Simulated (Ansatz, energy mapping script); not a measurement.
# EuCd2Sb2: J from the energies of magnetic orders, part 2 of 3

How strongly do the moments of EuCd2Sb2 couple under PBEsol+U (1.5 eV)? The plan is to run several orders and fit a Heisenberg model.

PBEsol with U = 1.5 eV on Eu f, ortho-atomic projectors; plane waves, U on orthogonalised atomic orbitals unless named otherwise, collinear spin, no spin–orbit coupling.

So far. Step 4 (Parallel start in cell A (10 atoms)): The run ends ferromagnetic.

**5. Run 2 (compensated +−; cell A, 10 atoms)**

This order reverses 4 of the 6 neighbours at 4.74 Å, counted for an average magnetic atom.

The input, input.yaml:

```yaml
crystal:
  lattice:
    - [-4.743921585, 0.0, 0.0]
    - [1.0e-09, 8.216713212, 0.0]
    - [2.371960792, -4.108356606, -7.70451817]
  atoms:
    - { symbol: Eu, position: [0.0, 0.0, 0.0], spin: 7.0 }
    - { symbol: Eu, position: [0.5, 0.5, 0.0], spin: -7.0 }
    - { symbol: Cd, position: [0.317347904, 0.984014572, 0.63469581] }
    - { symbol: Cd, position: [0.817347905, 0.484014572, 0.63469581] }
    - { symbol: Cd, position: [0.682652096, 0.015985429, 0.36530419] }
    - { symbol: Cd, position: [0.182652095, 0.515985428, 0.36530419] }
    - { symbol: Sb, position: [0.122793954, 0.789460622, 0.24558791] }
    - { symbol: Sb, position: [0.622793955, 0.289460622, 0.24558791] }
    - { symbol: Sb, position: [0.877206045, 0.210539378, 0.75441209] }
    - { symbol: Sb, position: [0.377206045, 0.710539378, 0.75441209] }
magnetization:
  spin_polarized: true
kpoints:
  mp_grid: { grid: [6, 4, 6] }
hamiltonian:
  xc: pbesol
  hubbard:
    sites:
      - { species: Eu, l: f, u_eff: 1.5 }
      - { site: 0, l: f, u_eff: 1.5, starting_ns: [{ spin: up, occupation_matrix: eu1_major }, { spin: down, occupation_matrix: eu1_minor }] }
      - { site: 1, l: f, u_eff: 1.5, starting_ns: [{ spin: up, occupation_matrix: eu1_minor }, { spin: down, occupation_matrix: eu1_major }] }
    projectors: ortho-atomic
    occupation_matrices:
      eu1_major:
        matrix:
          - [0.989, 0.0, 0.0, 0.0, 0.0, 0.0, 0.005]
          - [0.0, 0.986, 0.0, 0.0, -0.005, 0.0, 0.0]
          - [0.0, 0.0, 0.986, -0.005, 0.0, 0.0, 0.0]
          - [0.0, 0.0, -0.005, 0.982, 0.0, 0.0, 0.0]
          - [0.0, -0.005, 0.0, 0.0, 0.982, 0.0, 0.0]
          - [0.0, 0.0, 0.0, 0.0, 0.0, 0.99, 0.0]
          - [0.005, 0.0, 0.0, 0.0, 0.0, 0.0, 0.982]
      eu1_minor:
        matrix:
          - [0.002, 0.0, 0.0, 0.0, 0.0, 0.0, -0.001]
          - [0.0, 0.001, 0.0, 0.0, 0.0, 0.0, 0.0]
          - [0.0, 0.0, 0.001, 0.0, 0.0, 0.0, 0.0]
          - [0.0, 0.0, 0.0, 0.003, 0.0, 0.0, 0.0]
          - [0.0, 0.0, 0.0, 0.0, 0.003, 0.0, 0.0]
          - [0.0, 0.0, 0.0, 0.0, 0.0, 0.001, 0.0]
          - [-0.001, 0.0, 0.0, 0.0, 0.0, 0.0, 0.002]
scf:
  occupations: { method: fermi_dirac, width: 0.1 }
output:
  eigenvalues: true
  write_density: true
  write_potential: true
  elf: true
  volumetric_format: npy
```

The run is started by

```
$ ansatz run input.yaml --threads 4 --pin off --max-ram 8192MiB --backend cpu --events-out ev --progress --plain --runs-dir out
```

Numbers of over 12 decimals in the logs are rounded to 6 here.

Log:

```text
[...]
Crystal: 10 atoms, lattice volume = 300.318 Å³
Basis set: ecut = 420 eV, 5811 PW (Γ)
Bands: 113, of which v1, the nominal top of the filled ones, is band 87 counted from 1 (86 counted from 0)
Symmetry: 4 space group operations
[...]
k-points: 47 of 144
[...]
Starting moments: Σ|m| = 14 μB on 2 of 10 sites
Starting magnetic order: antiferromagnet; a translation exchanges its spin sublattices: spin-degenerate at every k-point
[...]
WARN: the translation (0.5, 0.5, 0) carries every atom to within crystal.symmetry.tolerance of an atom of its element with the starting moment reversed, but both spin channels are solved: site 2 translated lies 5.00e-10 (fractional; 4.11e-9 Å) from site 3 (counted from 0 in this solve's list of atoms, which can differ from the deck's where the deck declares a space group, asks for a supercell or sets defects), and on [...]
SCF iter   1: F=—  HF=-75701.036460 eV  |F-HF|=—  |Δ(HF+E_count)|=         —  Δρ=1.49e-1 (↑1.49e-1 ↓1.49e-1)  dr2=1.70e1  dr2_m=5.91e1  M=0.000 μB ∫|m|=15.038 μB  β_m=1.00  ethr=3.10e-3  ⟨swp⟩=6.0  Hψ=36904  notcnv=0  defer=14
[...]
spin=Collinear: Resta preconditioning applied to the charge; magnetization (m = ρ↑ − ρ↓) channel mixes plain (no charge-response kernel on spin).
SCF iter   2: F=—  HF=-75686.245059 eV  |F-HF|=—  |Δ(HF+E_count)|=    1.48e1  Δρ=2.45e-2 (↑2.45e-2 ↓2.45e-2)  dr2=4.44e0  dr2_m=1.18e0  M=-0.000 μB ∫|m|=14.591 μB  β_m=1.00  ethr=3.10e-3  ⟨swp⟩=4.0  Hψ=30342  notcnv=0  defer=352
[...]
SCF iter  19: F=-75702.135772 eV  HF=-75702.135772 eV  |F-HF|=1.69e-9  |Δ(HF+E_count)|=   3.44e-8  Δρ=9.00e-7 (↑9.00e-7 ↓7.05e-7)  dr2=4.28e-9  dr2_m=9.46e-10  M=-0.000 μB ∫|m|=14.222 μB  ethr=2.92e-11  ⟨swp⟩=1.5  Hψ=25116  notcnv=0
SCF 1 converged in 19 iterations: F = -75702.135772 eV  dr2 = 4.28e-9
[...]
SCF converged after 19 iterations
an eigenvalue changed by more than its tolerance at an iteration that met the thresholds in force, so the SCF went on 1 time: the last check found none over its tolerance
Magnetization: -0.0000 μB (87.0000 up, 87.0000 down)
Absolute magnetization: 14.2257 μB (∫|ρ↑−ρ↓|, with the PAW one-centre terms)
[...]
Per-site moments (μB) at R_I (Å): [(6.888352, 1.373184), (-6.888353, 1.373184), (0.00246452, 1.192142), (-0.00246452, 1.192142), (0.00246452, 1.192142), (-0.00246452, 1.192142), (0.00856179, 1.192142), (-0.00856159, 1.192142), (0.00856179, 1.192142), (-0.00856159, 1.192142)]
Free energy (F): -75702.135772 eV
[...]
Internal energy: -75702.081100 eV  (E = F + TS)
E sigma→0 (E₀):  -75702.108436 eV
Entropy (-TS):   -0.054672 eV (-5.467 meV/atom)
Fermi energy:    10.445490 eV
[...]
--- Specified on-site occupations, and those of the state reported ---
  electrons in the specified blocks: 13.8200 specified, 13.8436 found
[...]
--- Band table (eV; the first three rows and the last of 94) ---
  k-point 0 ↑: bands = [... 83 lower, 9.9067, 10.2310, 10.4475, 10.4629, 10.5932, 10.7333, 11.0049, 11.4903, ... 22 higher]
  k-point 1 ↑: bands = [... 83 lower, 9.8914, 9.9948, 10.2331, 10.3264, 10.3396, 10.9013, 11.3576, 11.5012, ... 22 higher]
  k-point 2 ↑: bands = [... 83 lower, 9.8582, 9.8683, 10.1248, 10.1354, 10.2061, 10.6420, 11.5403, 11.9328, ... 22 higher]
  k-point 46 ↓: bands = [... 83 lower, 9.8449, 9.8691, 9.8804, 9.9029, 10.6317, 10.9165, 11.4952, 11.9243, ... 22 higher]
Occupation matrices written to <dir>
```

It took 56 s on 4 threads of Intel Xeon 6975P-C (Granite Rapids), shared host; peak memory 2.9 GiB; 3.6 min of CPU time.

Spin moment in the sphere by atom:

| atom | spin moment in the sphere (μB) |
| --- | --- |
| Eu1 | 6.89 |
| Eu2 | -6.89 |
| Cd3 | 0.00 |
| Cd4 | 0.00 |
| Cd5 | 0.00 |
| Cd6 | 0.00 |
| Sb7 | 0.01 |
| Sb8 | -0.01 |
| Sb9 | 0.01 |
| Sb10 | -0.01 |

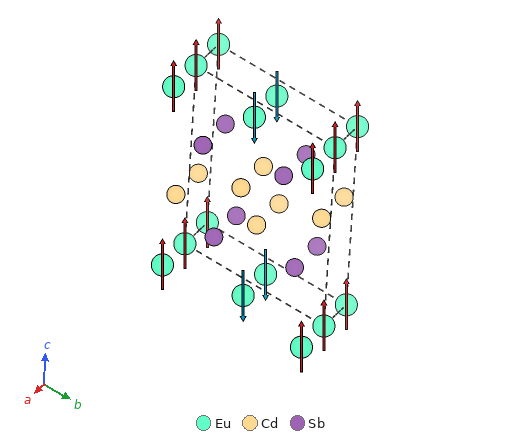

Spin moment in the sphere as arrows, the longest 6.89 μB. Up and down stand for the sign. Arrows give size and sign along the axis of quantisation, drawn up and down the page. The two directions have two colours. 2×1×1 cells are drawn. Some periodic images of atoms are drawn too.

The run ends antiferromagnetic, 6.79 meV a magnetic atom above the parallel order of its cell (energies taken at zero occupation width, not the printed F).

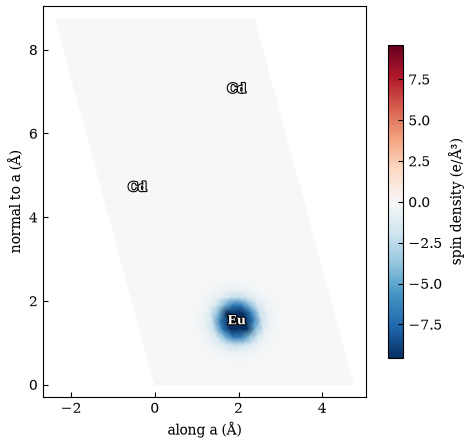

Spin density in the ac plane at fractional y = 0.500, with atoms of Eu and Cd within 0.2 Å of it. The map starts off the cell's origin, so that atoms lie inside it.

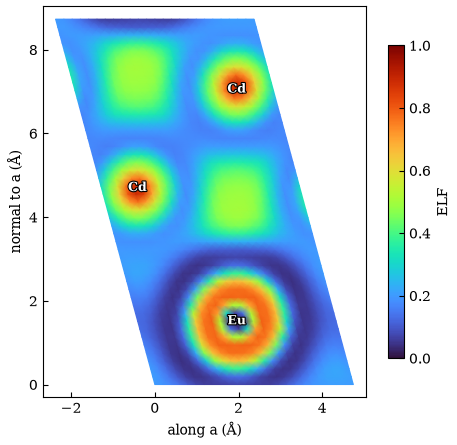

ELF in the ac plane at fractional y = 0.500, with atoms of Eu and Cd within 0.2 Å of it. It is the smooth field of the valence electrons, not physical close to the nuclei. The map starts off the cell's origin, so that atoms lie inside it.

**6. Another try at this order**

The input is changed once more, to see how this run answers a poor choice.

Edit input.yaml of step 5 so:

```diff
@@ -49,7 +49,6 @@
   occupations: { method: fermi_dirac, width: 0.1 }
+  max_iter: 75
 output:
   eigenvalues: true
-  write_density: true
-  write_potential: true
-  elf: true
-  volumetric_format: npy
+basis:
+  ecutwfc: "40 Ry/bohr"
```

Log:

```text
Error: YAML parse error: error: line 54 column 12: unknown unit factor `Ry/bohr`
  --> <input>:54:12
   |
52 |   eigenvalues: true
53 | basis:
54 |   ecutwfc: "40 Ry/bohr"
   |            ^ unknown unit factor `Ry/bohr`
```

It took 0.02 s on 4 threads; peak memory 0.031 GiB.

The input was rejected at the start.

The program's message: “Error: YAML parse error: error: line 54 column 12: unknown unit factor `Ry/bohr`”

The change that led to it: basis.ecutwfc = "40 Ry/bohr".

**7. Order 3: parallel, cell B of 15 atoms**

A new cell needs its own zero of energy.

The input, input.yaml:

```yaml
crystal:
  lattice:
    - [-4.743921585, 0.0, 0.0]
    - [2.371960792, -4.108356606, -7.70451817]
    - [-1.0e-09, -8.216713212, 7.70451817]
  atoms:
    - { symbol: Eu, position: [0.333333333, 0.666666667, 0.666666667], spin: 7.0 }
    - { symbol: Eu, position: [0.666666667, 0.333333333, 0.333333333], spin: 7.0 }
    - { symbol: Eu, position: [0.0, 0.0, 0.0], spin: 7.0 }
    - { symbol: Cd, position: [0.656009714, 0.312019429, 0.677323619] }
    - { symbol: Cd, position: [0.989343047, 0.978686096, 0.343990286] }
    - { symbol: Cd, position: [0.322676381, 0.645352762, 0.010656952] }
    - { symbol: Cd, position: [0.010656953, 0.021313904, 0.656009714] }
    - { symbol: Cd, position: [0.343990286, 0.687980571, 0.322676381] }
    - { symbol: Cd, position: [0.677323619, 0.354647238, 0.989343048] }
    - { symbol: Sb, position: [0.526307081, 0.052614162, 0.807026252] }
    - { symbol: Sb, position: [0.859640414, 0.719280829, 0.473692919] }
    - { symbol: Sb, position: [0.192973747, 0.385947496, 0.140359586] }
    - { symbol: Sb, position: [0.140359586, 0.280719171, 0.526307081] }
    - { symbol: Sb, position: [0.473692919, 0.947385838, 0.192973748] }
    - { symbol: Sb, position: [0.807026253, 0.614052504, 0.859640414] }
magnetization:
  spin_polarized: true
kpoints:
  mp_grid: { grid: [6, 6, 3] }
hamiltonian:
  xc: pbesol
  hubbard:
    sites:
      - { species: Eu, l: f, u_eff: 1.5 }
      - { site: 0, l: f, u_eff: 1.5, starting_ns: [{ spin: up, occupation_matrix: eu1_major }, { spin: down, occupation_matrix: eu1_minor }] }
      - { site: 1, l: f, u_eff: 1.5, starting_ns: [{ spin: up, occupation_matrix: eu1_major }, { spin: down, occupation_matrix: eu1_minor }] }
      - { site: 2, l: f, u_eff: 1.5, starting_ns: [{ spin: up, occupation_matrix: eu1_major }, { spin: down, occupation_matrix: eu1_minor }] }
    projectors: ortho-atomic
    occupation_matrices:
      eu1_major:
        matrix:
          - [0.989, 0.0, 0.0, 0.0, 0.0, 0.0, 0.005]
          - [0.0, 0.986, 0.0, 0.0, -0.005, 0.0, 0.0]
          - [0.0, 0.0, 0.986, -0.005, 0.0, 0.0, 0.0]
          - [0.0, 0.0, -0.005, 0.982, 0.0, 0.0, 0.0]
          - [0.0, -0.005, 0.0, 0.0, 0.982, 0.0, 0.0]
          - [0.0, 0.0, 0.0, 0.0, 0.0, 0.99, 0.0]
          - [0.005, 0.0, 0.0, 0.0, 0.0, 0.0, 0.982]
      eu1_minor:
        matrix:
          - [0.002, 0.0, 0.0, 0.0, 0.0, 0.0, -0.001]
          - [0.0, 0.001, 0.0, 0.0, 0.0, 0.0, 0.0]
          - [0.0, 0.0, 0.001, 0.0, 0.0, 0.0, 0.0]
          - [0.0, 0.0, 0.0, 0.003, 0.0, 0.0, 0.0]
          - [0.0, 0.0, 0.0, 0.0, 0.003, 0.0, 0.0]
          - [0.0, 0.0, 0.0, 0.0, 0.0, 0.001, 0.0]
          - [-0.001, 0.0, 0.0, 0.0, 0.0, 0.0, 0.002]
scf:
  occupations: { method: fermi_dirac, width: 0.1 }
output:
  eigenvalues: true
```

Log:

```text
[...]
Crystal: 15 atoms, lattice volume = 450.477 Å³
Basis set: ecut = 420 eV, 8749 PW (Γ)
Bands: 170, of which v1, the nominal top of the filled ones, is band 131 counted from 1 (130 counted from 0)
Symmetry: 12 space group operations
[...]
k-points: 34 of 108
[...]
Starting moments: Σ|m| = 21 μB on 3 of 15 sites
[...]
k-point 1 ↑: bands = [... 127 lower, 9.8132, 9.8145, 9.8173, 9.8333, 9.8507, 9.8575, 9.8694, 9.9058, ... 35 higher]
  k-point 2 ↑: bands = [... 127 lower, 9.8144, 9.8187, 9.8206, 9.8244, 9.8337, 9.8477, 9.8484, 9.8515, ... 35 higher]
  k-point 33 ↓: bands = [... 127 lower, 12.6846, 12.9083, 12.9721, 13.3865, 13.6169, 13.6951, 13.8082, 13.8619, ... 35 higher]
Occupation matrices written to <dir>
[key lines of the parts left out:]
SCF converged after 19 iterations
Magnetization: 20.9090 μB (140.9545 up, 120.0455 down)
Free energy (F): -113553.216252 eV
Fermi energy:    10.466372 eV
```

Run time: 91 s. Hardware: 4 threads; peak memory 4.6 GiB.

The run ends ferromagnetic. For each magnetic atom its energy differs from the parallel run of the first cell by 1.46 meV, an error that one common reference would have brought in.

**8. Run 4 (uncompensated ++−; cell B, 15 atoms)**

This order reverses 2.67 of the 6 neighbours at 4.74 Å, counted for an average magnetic atom.

Edit input.yaml of step 7 so:

```diff
@@ -8,3 +8,3 @@
     - { symbol: Eu, position: [0.666666667, 0.333333333, 0.333333333], spin: 7.0 }
-    - { symbol: Eu, position: [0.0, 0.0, 0.0], spin: 7.0 }
+    - { symbol: Eu, position: [0.0, 0.0, 0.0], spin: -7.0 }
     - { symbol: Cd, position: [0.656009714, 0.312019429, 0.677323619] }
@@ -32,3 +32,3 @@
       - { site: 1, l: f, u_eff: 1.5, starting_ns: [{ spin: up, occupation_matrix: eu1_major }, { spin: down, occupation_matrix: eu1_minor }] }
-      - { site: 2, l: f, u_eff: 1.5, starting_ns: [{ spin: up, occupation_matrix: eu1_major }, { spin: down, occupation_matrix: eu1_minor }] }
+      - { site: 2, l: f, u_eff: 1.5, starting_ns: [{ spin: up, occupation_matrix: eu1_minor }, { spin: down, occupation_matrix: eu1_major }] }
     projectors: ortho-atomic
```

Log:

```text
[...]
Crystal: 15 atoms, lattice volume = 450.477 Å³
Basis set: ecut = 420 eV, 8749 PW (Γ)
Bands: 170, of which v1, the nominal top of the filled ones, is band 131 counted from 1 (130 counted from 0)
Symmetry: 4 space group operations
[...]
k-points: 34 of 108
[...]
Starting moments: Σ|m| = 21 μB on 3 of 15 sites
[...]
k-point 1 ↑: bands = [... 127 lower, 9.8736, 9.8781, 9.9176, 9.9692, 9.9807, 10.1650, 10.2100, 10.7351, ... 35 higher]
  k-point 2 ↑: bands = [... 127 lower, 9.8482, 9.8642, 9.8739, 9.9652, 10.0091, 10.3242, 10.4533, 10.5602, ... 35 higher]
  k-point 33 ↓: bands = [... 127 lower, 11.0092, 11.2591, 11.5707, 11.6901, 11.7801, 12.1674, 12.2878, 12.5667, ... 35 higher]
Occupation matrices written to <dir>
[key lines of the parts left out:]
SCF converged after 18 iterations
Magnetization: 6.9690 μB (133.9845 up, 127.0155 down)
Free energy (F): -113553.203771 eV
Fermi energy:    10.470637 eV
```

Wall time 84 s (4 threads); peak memory 4.7 GiB; 5.5 min of CPU time.

The run ends ferrimagnetic, 4.85 meV a magnetic atom above the parallel order of its cell (energies taken at zero occupation width, not the printed F).

(Part 2 of 3 ends here.)

[Logs and program files are shortened in this print: banners, set-up blocks, solver, clock and traceback lines can be left out without a mark of their own.]

[Logs are printed without paths, hosts, clocks, repeated set-up lines and the standing remarks that a program may print on its own settings, such as how far it seeks lower states.]

[Hosts, paths, dates, database ids (printed as entryN), source tags and the programs' standing remarks are cut or masked in the printed files.]

[Where a cell is said to come from a database of computed structures, the database is the Materials Project.]
